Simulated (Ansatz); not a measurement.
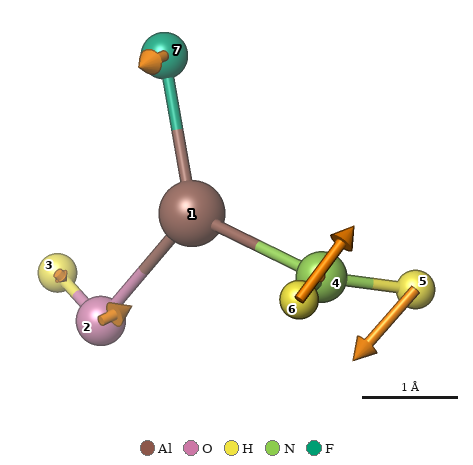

This is a relaxation of AlNH3OF. The starting structure is drawn; orange arrows show the displacements, at their true length. The two geometries are superimposed by the best rigid fit.

Style: ball-and-stick. Shown from a free direction.

The run prepares the start of a later molecular dynamics calculation, from a guessed geometry.

The calculation used RKS B3LYP-D4/def2-SVP in Ansatz 0.2.0.

Input
```yaml
crystal:
  periodic: [false, false, false]
  atoms:
    - { symbol: Al, position_ang: [0.0, 0.0, 0.0] }
    - { symbol: O, position_ang: [0.0, 0.0, 1.78] }
    - { symbol: H, position_ang: [-0.9095, -0.2814, 2.1171] }
    - { symbol: "N", position_ang: [1.6627, 0.0, -0.96] }
    - { symbol: H, position_ang: [2.1293, -0.9179, -1.2118] }
    - { symbol: H, position_ang: [2.1141, 0.9179, -1.2382] }
    - { symbol: F, position_ang: [-1.4635, 0.0, -0.845] }
basis:
  gaussian: { orbitals: def2-SVP }
hamiltonian:
  xc: b3lyp
  dispersion: d4
relax:
  f_tol: 0.02
  max_steps: 40
```

Run as
```bash
ansatz run input.yaml --threads 1 --pin off --max-ram 2048MiB --backend cpu --events-out ev --progress --plain --runs-dir out
```

Atoms of which element are displaced furthest, and by how much?

Answer. Hydrogen: up to 1.03 Å, against 0.51 Å for fluorine.

What happened in the run?

Answer. The largest moves after the best rigid fit, 1.03 Å, are those of H5 and H6. Largest moves by element: H 1.03 Å, F 0.51 Å, O 0.42 Å, N 0.12 Å, Al 0.06 Å. Near-neighbour distances that change, for instance: Al1–N4 1.920 → 1.757 Å, Al1–O2 1.780 → 1.695 Å, O2–H3 1.010 → 0.960 Å, N4–H5 1.060 → 1.014 Å. Bond angles that change, for instance: Al1–O2–H3 109.5° → 125.9°, H5–N4–H6 120.0° → 110.6°, Al1–N4–H6 120.0° → 125.0°. Groups turn about Al1–N4 by about 90°. After 11 accepted moves (12 points after the start) the energy has fallen by 19.8 kcal/mol. The largest force component goes from 2.1 to 0.00089 eV/Å. The line search rejected the trial step at point 10 of the run.
